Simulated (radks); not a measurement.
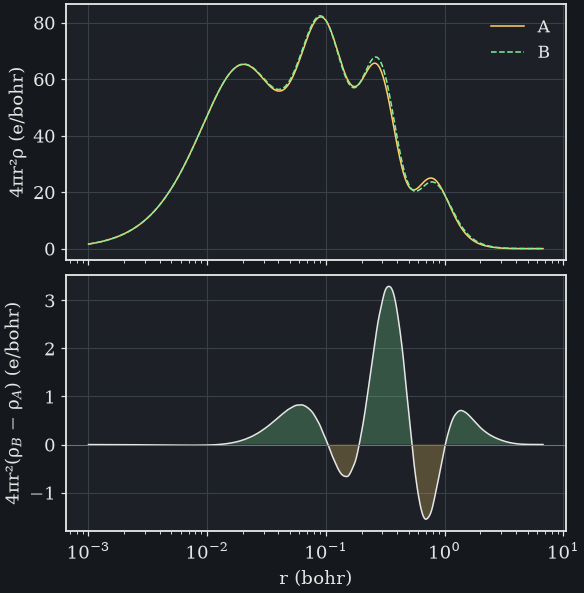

Two charge states of tin were computed: Sn³⁺ in [Kr] 4d10 5s1; Sn⁴⁺ in [Ne] 3s2 3p5 3d10 4s2 4p6 4d10 5s1 (open shells shared over both j by 2j + 1). Method: Dirac Kohn-Sham, PBE, spin-unpolarised, spherical densities, point nucleus; computed with the in-house radial solver radks.

The plot shows both radial densities and the radial density of run B less that of run A; on the logarithmic r axis, areas aren't charges.

Q: Assign A and B and describe the change of the density.

Answer: A is Sn⁴⁺ in [Ne] 3s2 3p5 3d10 4s2 4p6 4d10 5s1 (open shells shared over both j by 2j + 1); B is Sn³⁺ in [Kr] 4d10 5s1. B holds 1.5 electrons more than A where the difference is positive (most at r = 0.34 bohr) and 0.49 electrons fewer where it is negative (most at r = 0.69 bohr), a net change of +1. The energy of B less that of A is −750.3 eV.
